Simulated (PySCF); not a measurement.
Molecule: SMILES [Al]([OH])([OH])[NH][SiH](F)F. Atoms near the plane z = 0.0 Å, at the PBE0/def2-SVP optimised geometry (x, y, z in Å): Si1 (0.3, -1.9, 0.0), F2 (1.9, -1.9, 0.0), N4 (-0.4, -0.3, 0.0), H9 (-0.2, 0.2, -0.8), H10 (-1.8, 2.7, 0.4).

Computed with PySCF with PBE0/def2-TZVP. Cells within 0.4 Å of a nucleus heavier than hydrogen are left out (blank, or x). The values are rescaled to run from 0 to 1.

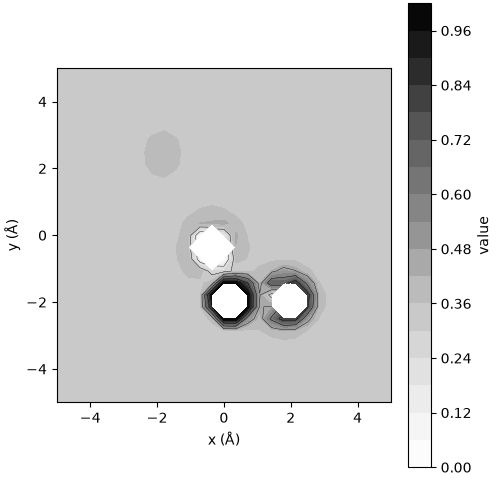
Figure: a field on the plane z = 0.0 Å.

### Question
Which quantity is mapped?
(A) Laplacian of the electron density
(B) electron localisation function
(C) deformation density (molecule minus spherical neutral atoms)
(D) electrostatic potential

### Answer
A, Laplacian of the electron density. In full: Laplacian of the electron density (e/bohr⁵), clipped to [-1.50, 1.50].
